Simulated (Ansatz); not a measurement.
# CHSi₃ (doublet): what the fields show

```xyz
5

C    -1.8612   -0.0445    1.8277
Si   -0.4493    0.4063    2.9562
Si   -0.4326   -0.8275    0.9508
Si   -2.5756   -0.9344    0.1780
H    -2.8585    0.3170    2.1383
```

Geometry: r2SCAN-D4/def2-SVP.

These are results of isolated molecule in a Gaussian basis; Kohn-Sham density functional theory, functional PBE0 in Ansatz, not measurements.

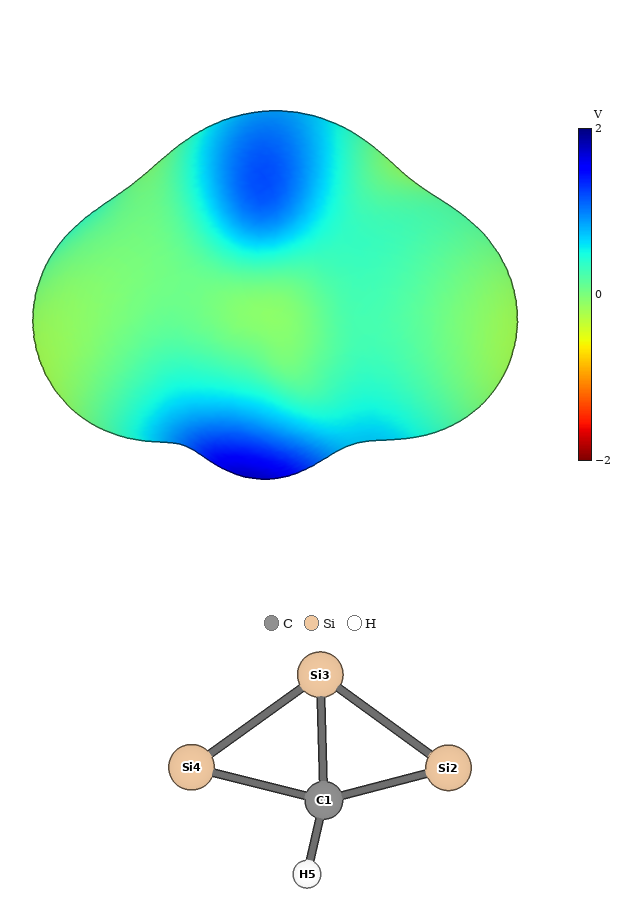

Figure 1. The molecular electrostatic potential painted on the density surface at 0.002 e/bohr³, seen at a tilt; red is negative and blue positive. The bare structure is drawn below in the same view.

> Which sites attract a positive test charge, and which a negative one?

A positive charge is drawn to the negative regions and a negative charge to the positive ones. The most negative region (about −0.2 V) lies over Si2 and Si4, the most positive (about +1.7 V) over H5.

> What dipole moment does the calculation give?

Its dipole moment is 0.11 D.

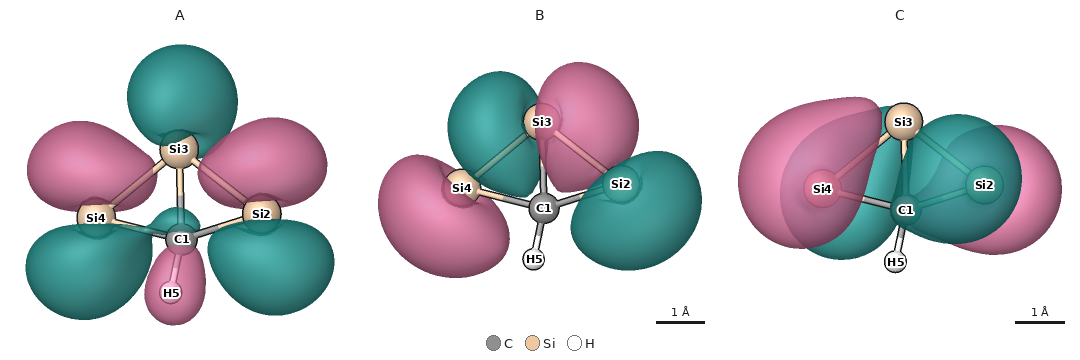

Figure 2. Three frontier orbitals at ±0.08 Å⁻³ᐟ² (teal and pink are the two phases), in no order.

> Order the three orbitals by energy and name them. All are α orbitals.

B is the HOMO−1 (α) (−6.66 eV). By Hirshfeld shares it lies mainly on Si4 (about 35 %), Si2 (about 30 %) and Si3 (about 30 %); it is symmetric in the molecular plane (an in-plane orbital: σ, lone-pair or in-plane π type). C is the HOMO (α) (−4.99 eV). Its weight (Hirshfeld) is mainly on Si4 (about 50 %), Si2 (about 35 %), Si3 (about 10 %) and C1 (about 5 %); it changes sign across the molecular plane (π type); π-antibonding (a node) across Si2–Si3. A is the LUMO (α) (−2.26 eV). It lies mainly on Si4 (about 35 %), Si2 (about 35 %) and Si3 (about 25 %); it is symmetric in the molecular plane (an in-plane orbital: σ, lone-pair or in-plane π type).

> What is the gap between the highest occupied and lowest empty α orbitals?

2.73 eV between the orbital energies.

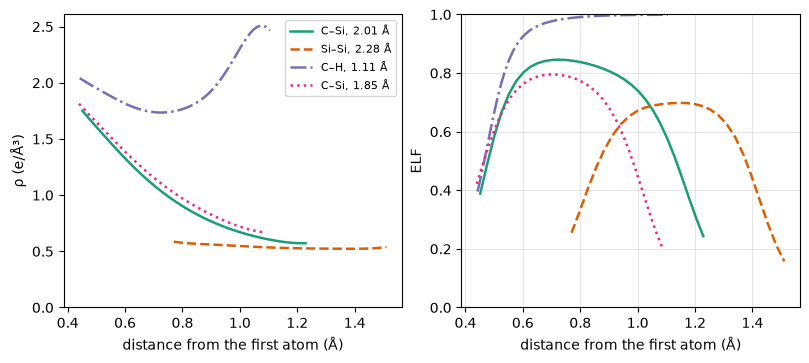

Figure 3. Total electron density and electron localisation function along straight lines between neighbouring atoms. The curves leave out the atomic cores.

> What can be read from the curves?

C–Si (2.01 Å): ρ is about 0.67 e/Å³ halfway; the ELF peaks at about 0.85 between the atoms (a covalent bond).
Si–Si (2.28 Å): the density is about 0.53 e/Å³ at the midpoint; the ELF peaks at about 0.70 between the atoms.
C–H (1.11 Å): ρ at the midpoint is about 1.9 e/Å³; the ELF climbs to about 1 towards the hydrogen, as it does in any bond to H; an ordinary covalent bond to hydrogen.
C–Si (1.85 Å): ρ is about 0.8 e/Å³ halfway; the ELF peaks at about 0.80 between the atoms: localised, covalent bonding.
